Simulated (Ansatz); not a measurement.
One crystal and one scan (scan of one atom of the cell) at two levels, PBE (plane waves to 420 eV, PAW, scalar-relativistic; Ansatz, a quantum-chemistry and plane-wave program) and PBEsol (plane waves to 420 eV, PAW, scalar-relativistic; Ansatz), each from its own relaxed cell and on its own mesh. The cell shown is that of PBE.

TiO2 (rutile)

```yaml
crystal:
  lattice:
    - [4.64353, 0.00000, 0.00000]
    - [0.00000, 4.64353, 0.00000]
    - [0.00000, 0.00000, 2.96370]
  atoms:
    - { symbol: Ti, position: [0.00000, 0.00000, 0.00000] }
    - { symbol: Ti, position: [0.50000, 0.50000, 0.50000] }
    - { symbol: O, position: [0.30512, 0.30512, 0.00000] }
    - { symbol: O, position: [0.80512, 0.19488, 0.50000] }
    - { symbol: O, position: [0.19488, 0.80512, 0.50000] }
    - { symbol: O, position: [0.69488, 0.69488, 0.00000] }
```

Scan: atom 1 (Ti, nearest neighbour O at 1.958 Å; its periodic images, 3.0 Å or more away, move with it) is displaced along Cartesian [110], direction (0.707, 0.707, 0.000) in Cartesian axes, by s. The other atoms stay.

The energy includes the smearing's −TS. The PAW data are Ansatz's earlier set. TiO2 is run without spin polarisation. TiO2 was relaxed with its symmetry unable to fall. Percentages come from the unrounded values.

| quantity | PBE | PBEsol | PBE − PBEsol |
|---|---|---|---|
| Lattice constant a (Å) | 4.644 | 4.592 | +0.052 (+1.1 %) |
| Lattice constant c (Å) | 2.964 | 2.939 | +0.025 (+0.8 %) |
| Relaxed volume (Å³/atom) | 10.65 | 10.33 | +0.32 (+3.1 %) |
| Band gap of the relaxed cell, no spin-orbit coupling (eV) | 1.86 | 1.87 | -0.01 (-0 %) |
| Force constant k = d²E/ds² at s = 0 (finite differences) (eV/Å²) | 9.12 | 10.83 | -1.71 (-16 %) |

PBE gives the higher value for: lattice constant a; lattice constant c; relaxed volume. PBE gives the lower value for: force constant k = d²E/ds² at s = 0. They agree on: band gap of the relaxed cell, no spin-orbit coupling (within 1.5 %). Both give the same shape of the curve: a single well with its minimum at or next to zero displacement. Neither level is exact: the differences show how much the result hangs on the functional.

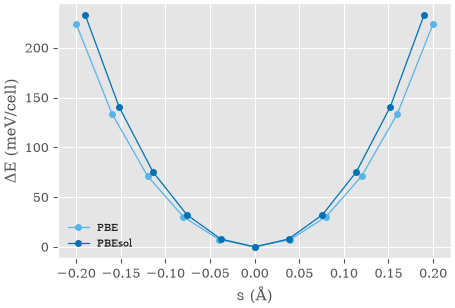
Figure. ΔE, each from the undisplaced structure of its own level.

(For displaced atoms, the force is minus the slope of the energy, and its curvature is a force constant, which sets phonon frequencies.)
